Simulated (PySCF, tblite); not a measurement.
# C5H4O2S: a rotation path, then NMR shifts on frames, part 2 of 2

tblite 0.8.0 and PySCF 2.14.0. Atoms count from 0. Earlier steps stand in the parts before.

### 5 NMR shieldings: image 3, PBE0/pcSseg-1

What the job is given:

```
{"job": {"kind": "nmr", "xc": "PBE0", "basis": "pcSseg-1", "pop": false}, "charge": 0, "multiplicity": 1}
O      2.289600     0.781000     0.762800
C      2.285800     0.247800    -0.303100
O      1.250700    -0.307600    -0.921000
C      0.010200    -0.296400    -0.286500
C     -0.858600     0.823100    -0.250300
C     -2.026600     0.529200     0.372400
S     -2.079800    -1.096100     0.925900
C     -0.508500    -1.399400     0.319600
H      3.170600     0.126600    -0.951900
H     -0.611500     1.783200    -0.664400
H     -2.869400     1.169300     0.539100
H     -0.051300    -2.361400     0.431500
```

Method: GIAO PBE0/pcSseg-1 NMR shielding, non-relativistic, gas phase.

The program printed:

```text
coarse grid: 11712 points
cycle   1  E = -740.7689834454  dE =  1.749e+00  |g| = 8.544e-01  |ddm| = 3.535e+00
cycle   2  E = -740.4279044340  dE =  3.411e-01  |g| = 1.593e+00  |ddm| = 1.515e+00
cycle   3  E = -740.8956651112  dE = -4.678e-01  |g| = 2.637e-01  |ddm| = 1.118e+00
cycle   4  E = -740.9073337011  dE = -1.167e-02  |g| = 8.754e-02  |ddm| = 2.253e-01
cycle   5  E = -740.9086083125  dE = -1.275e-03  |g| = 2.170e-02  |ddm| = 6.860e-02
cycle   6  E = -740.9086987104  dE = -9.040e-05  |g| = 8.971e-03  |ddm| = 2.468e-02
cycle   7  E = -740.9087180394  dE = -1.933e-05  |g| = 2.170e-03  |ddm| = 8.910e-03
cycle   8  E = -740.9087190212  dE = -9.818e-07  |g| = 6.970e-04  |ddm| = 2.312e-03
final grid: 111696 points
cycle   9  E = -740.9799527219  dE = -8.840e-06  |g| = 1.417e-02  |ddm| = 2.949e-02
cycle  10  E = -740.9798911446  dE =  6.158e-05  |g| = 2.229e-02  |ddm| = 2.628e-02
cycle  11  E = -740.9799912505  dE = -1.001e-04  |g| = 2.449e-03  |ddm| = 1.753e-02
cycle  12  E = -740.9799924436  dE = -1.193e-06  |g| = 3.511e-04  |ddm| = 1.848e-03
cycle  13  E = -740.9799924646  dE = -2.098e-08  |g| = 1.085e-04  |ddm| = 3.421e-04
cycle  14  E = -740.9799924669  dE = -2.285e-09  |g| = 4.807e-05  |ddm| = 1.232e-04
cycle  15  E = -740.9799924674  dE = -5.084e-10  |g| = 1.026e-05  |ddm| = 4.208e-05
converged SCF energy = -740.9799924674

GIAO shielding tensors (ppm)
atom      isotropic    diamagn.    paramagn.     s11        s22        s33       span
  0 O     -121.618     401.649    -523.267   -415.833   -235.658    286.637    702.470
  1 C       22.453     244.706    -222.253    -84.822     73.119     79.062    163.884
  2 O       95.479     401.794    -306.315    -44.373    125.394    205.416    249.789
  3 C       32.433     252.538    -220.105    -41.309     54.748     83.861    125.169
  4 C       59.074     251.750    -192.676    -20.274     45.037    152.459    172.733
  5 C       53.896     260.758    -206.861    -37.239     46.310    152.617    189.856
  6 S      304.036    1056.091    -752.055    146.854    321.820    443.434    296.580
  7 C       63.729     257.658    -193.929    -14.100     56.234    149.054    163.154
  8 H       23.500      25.882      -2.381     19.763     23.088     27.650      7.887
  9 H       24.657      31.629      -6.972     21.526     25.619     26.825      5.299
 10 H       24.517      30.506      -5.990     21.696     24.537     27.317      5.621
 11 H       24.811      31.371      -6.560     21.526     26.107     26.800      5.274
```

Run time: 13 s. Hardware: 1 thread of Arm Neoverse V2, shared host; peak memory 0.75 GiB.

Key values: δ C1 164.5, C3 154.5, C5 133.0, C4 127.9, H8 8.22, H10 7.20 ppm.

### 6 NMR shieldings: image 5, PBE0/pcSseg-1

What the job is given:

```
{"job": {"kind": "nmr", "xc": "PBE0", "basis": "pcSseg-1", "pop": false}, "charge": 0, "multiplicity": 1}
O      2.446500    -0.152100     0.903500
C      2.334700     0.020400    -0.271000
O      1.208700     0.092900    -0.970000
C     -0.001700    -0.081600    -0.309500
C     -1.027500     0.895800    -0.359100
C     -2.130600     0.499600     0.321300
S     -1.935100    -1.054400     1.028200
C     -0.343800    -1.185700     0.409800
H      3.177300     0.158300    -0.969800
H     -0.922400     1.834500    -0.870000
H     -3.052400     1.028600     0.454800
H      0.247400    -2.057100     0.605800
```

Method: GIAO PBE0/pcSseg-1 NMR shielding, non-relativistic, gas phase.

The program printed:

```text
coarse grid: 11712 points
cycle   1  E = -740.7695637379  dE =  1.755e+00  |g| = 8.533e-01  |ddm| = 3.532e+00
cycle   2  E = -740.4259990515  dE =  3.436e-01  |g| = 1.596e+00  |ddm| = 1.508e+00
cycle   3  E = -740.8955454409  dE = -4.695e-01  |g| = 2.652e-01  |ddm| = 1.115e+00
cycle   4  E = -740.9073592958  dE = -1.181e-02  |g| = 8.971e-02  |ddm| = 2.331e-01
cycle   5  E = -740.9087203103  dE = -1.361e-03  |g| = 2.409e-02  |ddm| = 7.544e-02
cycle   6  E = -740.9088388111  dE = -1.185e-04  |g| = 9.098e-03  |ddm| = 2.691e-02
cycle   7  E = -740.9088587496  dE = -1.994e-05  |g| = 2.152e-03  |ddm| = 9.071e-03
cycle   8  E = -740.9088597069  dE = -9.572e-07  |g| = 6.781e-04  |ddm| = 2.270e-03
final grid: 111696 points
cycle   9  E = -740.9799826444  dE = -1.071e-05  |g| = 1.418e-02  |ddm| = 3.046e-02
cycle  10  E = -740.9799231268  dE =  5.952e-05  |g| = 2.210e-02  |ddm| = 2.600e-02
cycle  11  E = -740.9800211587  dE = -9.803e-05  |g| = 2.416e-03  |ddm| = 1.731e-02
cycle  12  E = -740.9800223260  dE = -1.167e-06  |g| = 3.738e-04  |ddm| = 1.883e-03
cycle  13  E = -740.9800223509  dE = -2.487e-08  |g| = 8.809e-05  |ddm| = 3.448e-04
cycle  14  E = -740.9800223522  dE = -1.324e-09  |g| = 5.002e-05  |ddm| = 1.056e-04
cycle  15  E = -740.9800223528  dE = -5.655e-10  |g| = 9.634e-06  |ddm| = 4.325e-05
converged SCF energy = -740.9800223528

GIAO shielding tensors (ppm)
atom      isotropic    diamagn.    paramagn.     s11        s22        s33       span
  0 O     -112.587     401.461    -514.047   -413.467   -223.948    299.655    713.122
  1 C       22.998     244.745    -221.747    -85.469     73.278     81.186    166.654
  2 O       94.481     401.677    -307.197    -57.033    124.579    215.896    272.929
  3 C       35.062     252.539    -217.477    -37.194     53.924     88.456    125.650
  4 C       60.692     251.277    -190.585    -16.465     47.969    150.572    167.036
  5 C       54.627     261.017    -206.390    -37.895     47.262    154.514    192.409
  6 S      301.496    1056.234    -754.738    147.473    326.754    430.261    282.788
  7 C       62.345     258.536    -196.190    -14.332     48.953    152.415    166.746
  8 H       23.458      25.820      -2.362     19.340     23.306     27.726      8.386
  9 H       24.688      31.322      -6.634     21.378     25.696     26.990      5.612
 10 H       24.533      30.487      -5.954     21.707     24.557     27.334      5.627
 11 H       24.743      31.724      -6.980     21.207     25.914     27.110      5.903
```

It took 13 s on 1 thread of Arm Neoverse V2, shared host; peak memory 0.75 GiB.

In short: δ C1 163.9, C3 151.9, C5 132.3, C4 126.2, H8 8.26, H10 7.18 ppm.

### 7 Nuclear shieldings: image 8, PBE0/pcSseg-1

What the job is given:

```
{"job": {"kind": "nmr", "xc": "PBE0", "basis": "pcSseg-1", "pop": false}, "charge": 0, "multiplicity": 1}
O      2.480400    -1.236800     0.122900
C      2.367100    -0.169900    -0.403100
O      1.273600     0.561200    -0.543300
C      0.042400     0.151500    -0.065300
C     -1.103400     0.933100    -0.376700
C     -2.231700     0.413700     0.162300
S     -1.920200    -1.023600     1.051800
C     -0.243500    -0.938400     0.701100
H      3.200200     0.383300    -0.871200
H     -1.054900     1.826100    -0.970500
H     -3.233400     0.786500     0.092900
H      0.424500    -1.687400     1.073100
```

Level: GIAO PBE0/pcSseg-1 NMR shielding, non-relativistic, gas phase.

The program printed:

```text
coarse grid: 11712 points
cycle   1  E = -740.7768812390  dE =  1.756e+00  |g| = 8.416e-01  |ddm| = 3.536e+00
cycle   2  E = -740.4424191628  dE =  3.345e-01  |g| = 1.572e+00  |ddm| = 1.534e+00
cycle   3  E = -740.8996084983  dE = -4.572e-01  |g| = 2.565e-01  |ddm| = 1.134e+00
cycle   4  E = -740.9106046673  dE = -1.100e-02  |g| = 8.715e-02  |ddm| = 2.271e-01
cycle   5  E = -740.9118761902  dE = -1.272e-03  |g| = 2.508e-02  |ddm| = 7.633e-02
cycle   6  E = -740.9120106627  dE = -1.345e-04  |g| = 8.640e-03  |ddm| = 2.764e-02
cycle   7  E = -740.9120286977  dE = -1.804e-05  |g| = 2.076e-03  |ddm| = 8.703e-03
cycle   8  E = -740.9120295984  dE = -9.007e-07  |g| = 6.384e-04  |ddm| = 2.168e-03
final grid: 111696 points
cycle   9  E = -740.9833175477  dE = -1.163e-05  |g| = 1.358e-02  |ddm| = 2.981e-02
cycle  10  E = -740.9832630365  dE =  5.451e-05  |g| = 2.116e-02  |ddm| = 2.484e-02
cycle  11  E = -740.9833529954  dE = -8.996e-05  |g| = 2.292e-03  |ddm| = 1.651e-02
cycle  12  E = -740.9833540184  dE = -1.023e-06  |g| = 3.499e-04  |ddm| = 1.754e-03
cycle  13  E = -740.9833540408  dE = -2.241e-08  |g| = 7.085e-05  |ddm| = 3.121e-04
cycle  14  E = -740.9833540415  dE = -6.721e-10  |g| = 4.366e-05  |ddm| = 7.990e-05
cycle  15  E = -740.9833540420  dE = -4.416e-10  |g| = 8.885e-06  |ddm| = 3.865e-05
converged SCF energy = -740.9833540420

GIAO shielding tensors (ppm)
atom      isotropic    diamagn.    paramagn.     s11        s22        s33       span
  0 O     -115.745     402.084    -517.829   -411.349   -221.071    285.185    696.533
  1 C       24.811     244.275    -219.464    -80.415     72.431     82.419    162.834
  2 O       93.905     400.547    -306.641    -88.770    135.777    234.709    323.479
  3 C       34.161     252.079    -217.918    -33.744     45.896     90.331    124.075
  4 C       61.768     250.973    -189.204    -14.096     51.434    147.967    162.064
  5 C       55.461     260.811    -205.351    -37.521     46.006    157.897    195.418
  6 S      306.463    1056.291    -749.828    152.437    350.443    416.508    264.072
  7 C       65.621     259.262    -193.640     -0.595     44.182    153.276    153.871
  8 H       23.406      25.573      -2.167     18.082     23.848     28.289     10.207
  9 H       24.629      30.999      -6.370     21.077     25.497     27.312      6.235
 10 H       24.565      30.447      -5.883     21.669     24.523     27.501      5.832
 11 H       23.445      32.257      -8.812     17.504     24.550     28.280     10.777
```

Wall time 13 s (1 thread of Arm Neoverse V2, shared host); peak memory 0.75 GiB.

Key values: δ C1 162.1, C3 152.8, C5 131.5, C4 125.2, H8 8.31, H11 8.27 ppm.

### 8 Run by run: NMR shifts

Shifts (ppm) of some atoms, chosen among heavy atoms and hydrogens apart, with basis size and wall time:

| frame | C1 | C7 | H9 | H11 | O0 | O2 | S6 | functions | time |
| --- | --- | --- | --- | --- | --- | --- | --- | --- | --- |
| image 0 | 161.0 | 119.2 | 8.64 | 6.93 | 446.5 | 238.5 | 177 | 163 | 13 s |
| image 1 | 161.8 | 119.9 | 7.97 | 6.92 | 445.4 | 239.1 | 180 | 163 | 13 s |
| image 3 | 164.5 | 123.2 | 7.06 | 6.91 | 457.7 | 240.6 | 200 | 163 | 13 s |
| image 5 | 163.9 | 124.6 | 7.03 | 6.97 | 448.7 | 241.6 | 202 | 163 | 13 s |
| image 8 | 162.1 | 121.3 | 7.09 | 8.27 | 451.8 | 242.2 | 197 | 163 | 13 s |

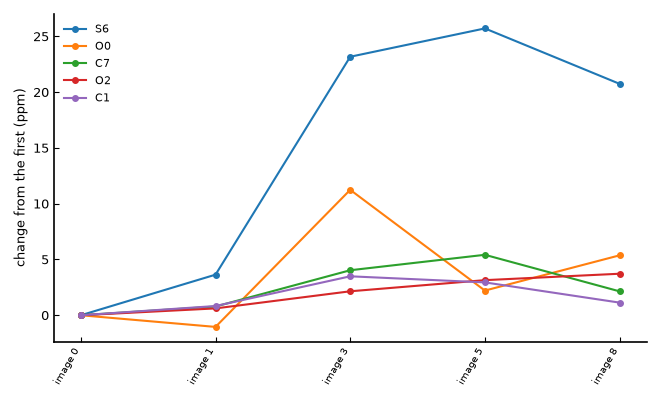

How five of the tabulated atoms move from run to run.

### 9 Summary of results

This closing draws on all 2 parts.

| quantity | value |
| --- | --- |
| lowest and highest image | -0.043 and 0.053 eV |
| 13C shifts against TMS (PBE0/pcSseg-1, image 0) | 161.0, 154.6, 132.9, 126.3, 119.2 ppm |
| 1H shifts against TMS (PBE0/pcSseg-1, image 0) | 8.64, 8.23, 7.17, 6.93 ppm |
| 17O shifts against H2O (PBE0/pcSseg-1, image 0) | 446.5, 238.5 ppm |
| 33S shifts against CS2 (PBE0/pcSseg-1, image 0) | 177 ppm |
| range of the shift of S6 | 177 to 202 ppm |

In words: The band dips 1.0 kcal/mol below its start, so the start is not the lowest point of the turn; from the lowest image the climb to the highest is 2.2 kcal/mol (GFN2-xTB, rough). Shifts at one fixed geometry are not the observed spectrum, which averages over the motion. In the first frame run (image 0): The largest span, 688 ppm, is at O0, where the paramagnetic term is -513 ppm. NICS(1)zz of -27 ppm above the planar ring from C3 marks a diatropic (aromatic) ring current. Across the 5 runs the shift of S6 moves most, between 177 (image 0) and 202 ppm (image 5).
